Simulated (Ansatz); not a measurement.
# doublet CH7BGe+: levels of theory compared

We compute a comparison of 6 runs (U-revPBE/def2-SVP, U-wB97X/def2-SVP, UB2PLYP/def2-SVP, UB3LYP/def2-SVP, RPA@PBE/def2-SVP, UCCSD/def2-SVP) of doublet CH7BGe+. 

Program for the calculation: Ansatz 0.2.0.

69 further runs of the same task are left out: 69 set aside as unsound or not needed.

**1. Starting point**

The species is CH7BGe+ (10 atoms), meant as a doublet with charge +1. As SMILES of the parent species, `C[BH][GeH3]`. The shape is that of a PBE0-D4/def2-TZVP optimisation. That shape belongs to the parent species and isn't relaxed for this state.

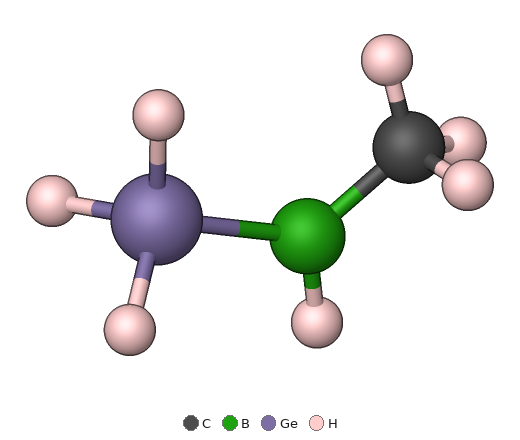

The structure, seen from a chosen angle (carbon dark grey, boron green, germanium purple, hydrogen pink).

**2. The energy at U-revPBE/def2-SVP (run 1)**

Contents of in.yaml:

```yaml
crystal:
  periodic: [false, false, false]
  atoms:
    - {symbol: C, position_ang: [-1.211300, 0.848000, -0.579700]}
    - {symbol: B, position_ang: [-0.013900, -0.123000, -0.719700]}
    - {symbol: Ge, position_ang: [1.111300, -0.784600, 0.881600]}
    - {symbol: H, position_ang: [-1.972600, 0.748500, -1.357000]}
    - {symbol: H, position_ang: [-0.747300, 1.837300, -0.749600]}
    - {symbol: H, position_ang: [-1.677100, 0.898700, 0.405800]}
    - {symbol: H, position_ang: [0.326000, -0.481700, -1.813000]}
    - {symbol: H, position_ang: [0.918400, -2.307400, 1.048300]}
    - {symbol: H, position_ang: [0.729200, -0.128900, 2.224000]}
    - {symbol: H, position_ang: [2.620500, -0.558300, 0.662100]}
basis:
  gaussian:
    orbitals: def2-SVP
total_charge: 1
magnetization:
  spin_polarized: true
  initial_magnetization: 1
hamiltonian:
  xc: {name: revPBE}
accuracy: high
output: {orbitals: {seedname: orbitals}}
```

Launch:

```console
$ ansatz run in.yaml --threads 1 --pin off --max-ram 3480MiB --events-out events.jsonl --progress --plain --runs-dir runs
```

What it wrote:

```text
Warning: RAYON_NUM_THREADS=1 ignored (pool sized by the plan → 1); use --threads N
Functional definition: revPBE
  name "revPBE"
  parameter kappa = 1.245
  parameter beta = 0.06672455060314922
  exchange = pbe_x(kappa = kappa, mu = beta*pi^2/3)
  correlation = pbe_c(beta = beta)
2179 factors; integrals over basis functions are off by at most 1.0e-8 eV
mean field evaluation 1: about -58306.8692 eV, gradient 5.0e1 eV
mean field evaluation 2: about -58240.8275 eV, gradient 9.3e1 eV
mean field evaluation 4: about -58319.2099 eV, gradient 1.7e1 eV
mean field evaluation 8: about -58321.8722 eV, gradient 6.4e-1 eV
mean field evaluation 16: about -58321.8697 eV, gradient 9.2e-4 eV
mean field evaluation 32: about -58319.4117 eV, gradient 9.1e0 eV
mean field -58321.86970536 eV, -2143.2891796889 hartree, gradient 3.5e-8 eV, S^2 0.751612; 5 other end points of the search recorded, 0 dependent functions left out
reference -58321.86971005 eV, -2143.2891798612 hartree; 25, 24 occupied and 70, 71 virtual orbitals, 2179 factors
Total energy: -58321.86971005 eV, -2143.2891798612 hartree
```

It took 14 s on 1 thread of Arm Neoverse V2, shared host; peak memory 0.32 GiB.

**3. A single-point energy at U-wB97X/def2-SVP (run 2)**

Contents of molecule.yaml:

```yaml
crystal:
  periodic: [false, false, false]
  atoms:
    - {symbol: C, position_ang: [-1.211300, 0.848000, -0.579700]}
    - {symbol: B, position_ang: [-0.013900, -0.123000, -0.719700]}
    - {symbol: Ge, position_ang: [1.111300, -0.784600, 0.881600]}
    - {symbol: H, position_ang: [-1.972600, 0.748500, -1.357000]}
    - {symbol: H, position_ang: [-0.747300, 1.837300, -0.749600]}
    - {symbol: H, position_ang: [-1.677100, 0.898700, 0.405800]}
    - {symbol: H, position_ang: [0.326000, -0.481700, -1.813000]}
    - {symbol: H, position_ang: [0.918400, -2.307400, 1.048300]}
    - {symbol: H, position_ang: [0.729200, -0.128900, 2.224000]}
    - {symbol: H, position_ang: [2.620500, -0.558300, 0.662100]}
basis:
  gaussian:
    orbitals: def2-SVP
total_charge: 1
magnetization:
  spin_polarized: true
  initial_magnetization: 1
hamiltonian:
  xc: {name: wB97X}
accuracy: high
output:
  orbitals: {seedname: orbitals}
```

Launch:

```console
$ ansatz run molecule.yaml --threads 1 --pin off --max-ram 3480MiB --events-out events.jsonl --progress --plain --runs-dir runs
```

What it wrote (excerpt; [...] marks lines left out):

```text
Warning: RAYON_NUM_THREADS=1 ignored (pool sized by the plan → 1); use --threads N
Functional definition: wB97X
  name "wB97X"
[...]
      + exact_x_lr(omega)
[...]
      + integral(e_c_pw_opposite_spin*poly(b97_u_opposite, 1, cos1, cos2, cos3, cos4))
2179 factors; integrals over basis functions are off by at most 1.0e-8 eV
396 factors; integrals over basis functions are off by at most 2.7e-9 eV
[...]
mean field -58327.21391969 eV, -2143.4855759431 hartree, gradient 5.7e-8 eV, S^2 0.753284; 2 other end points of the search recorded, 0 dependent functions left out
reference -58327.21391653 eV, -2143.4855758268 hartree; 25, 24 occupied and 70, 71 virtual orbitals, 2179 factors
Total energy: -58327.21391653 eV, -2143.4855758268 hartree
```

Wall time 84 s (1 thread of Arm Neoverse V2, shared host); peak memory 0.93 GiB.

Runs 3 to 5 aren't shown in full; the table further down has their settings and results.

**4. A single-point energy at UCCSD/def2-SVP (run 6)**

Changes to molecule.yaml since step 3:

```diff
@@ -14,12 +14,7 @@
 basis:
-  gaussian:
-    orbitals: def2-SVP
+  gaussian: {orbitals: def2-SVP}
 total_charge: 1
-magnetization:
-  spin_polarized: true
-  initial_magnetization: 1
-hamiltonian:
-  xc: {name: wB97X}
+magnetization: {spin_polarized: true, initial_magnetization: 1}
+correlation: {method: ccsd, frozen_orbitals: {B: 1, C: 1, Ge: 9, H: 0}}
 accuracy: high
-output:
-  orbitals: {seedname: orbitals}
+scf: {omitted_lower_state_checks: [cluster_reference, increment]}
```

Launch:

```console
$ ansatz run molecule.yaml --threads 1 --pin off --max-ram 3480MiB --events-out events.jsonl --progress --plain --runs-dir runs
```

What it wrote:

```text
Warning: RAYON_NUM_THREADS=1 ignored (pool sized by the plan → 1); use --threads N
[... 12 lines left out ...]
11 core orbitals not correlated: weight in the atoms' cores, before any rotation towards them, 1.000 or more for the frozen orbitals, at most 0.000 for the correlated occupied ones
[... 33 lines left out ...]
Total energy: -58281.28584566 eV, -2141.7977503536 hartree
Checks for a lower state left out: cluster_reference, increment
```

Wall time 98 s (1 thread of Arm Neoverse V2, shared host); peak memory 1.2 GiB.

**5. The series**

| run | level | frozen core orbitals | energy (Eh) | HOMO energy (eV) | LUMO energy (eV) | ⟨S²⟩ | wall time |
| --- | --- | --- | --- | --- | --- | --- | --- |
| 1 | U-revPBE/def2-SVP | – | -2143.289180 | -13.54 | -12.73 | 0.752 | 14 s |
| 2 | U-wB97X/def2-SVP | – | -2143.485576 | -17.28 | -9.99 | 0.753 | 84 s |
| 3 | UB2PLYP/def2-SVP | 11 | -2142.990153 | -16.01 | -10.82 | 0.755 | 21 s |
| 4 | UB3LYP/def2-SVP | – | -2143.517329 | -14.63 | -12.31 | 0.752 | 19 s |
| 5 | RPA@PBE/def2-SVP | 11 | -2142.045889 | – | – | 0.751 | 29 s |
| 6 | UCCSD/def2-SVP | 11 | -2141.797750 | – | – | 0.758 | 98 s |

**6. Summary of results**

| quantity | value |
| --- | --- |
| run 6: total energy | -2141.79775 Eh |
| run 6: correlation energy (11 core orbitals frozen) | -489.1 mEh |
| run 6: ⟨S²⟩ of the reference determinant | 0.758 |
| run 6: T1 diagnostic | 0.015 |

**Reading.** Totals of different functionals can't be ranked against each other. All runs together took 4.4 min, the longest 98 s.
